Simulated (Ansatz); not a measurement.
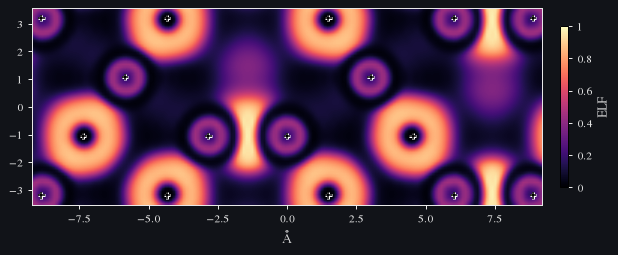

The electron localisation function on a plane through atoms (crosses mark nuclei in the plane).

Computed with DFT PBE, scalar-relativistic, plane waves, PAW (Ansatz 0.2.0).

Candidates:
A. Si2Sb5Se, a = 4.08 Å, b = 4.08 Å, c = 14.20 Å, α = 90.00°, β = 90.00°, γ = 120.00°. Space group P-3m1; a generated structure, not necessarily the stable one; computed without spin polarisation.
B. Mg3S2, a = 3.70 Å, b = 3.70 Å, c = 17.74 Å, α = 90.00°, β = 90.00°, γ = 120.00°. Space group P6₃/mmc; a generated structure, not necessarily the stable one.
C. Cd2Se5, a = 10.12 Å, b = 7.71 Å, c = 6.30 Å, α = 90.00°, β = 125.27°, γ = 90.00°. Space group Cm; a generated structure, not necessarily the stable one; changed on purpose from its base cell (volume × 1.06, shape and atoms relaxed).

Which candidate gave the map?

Answer. Candidate B: Mg3S2 on the (110) plane of the conventional cell, which holds Mg and S. Mg–S (2.61 Å): the ELF peaks at about 0.90 in the valence shell of S, 0.9 Å from its nucleus, and falls to about 0.05 next to Mg (an ionic contact with no shared pair).
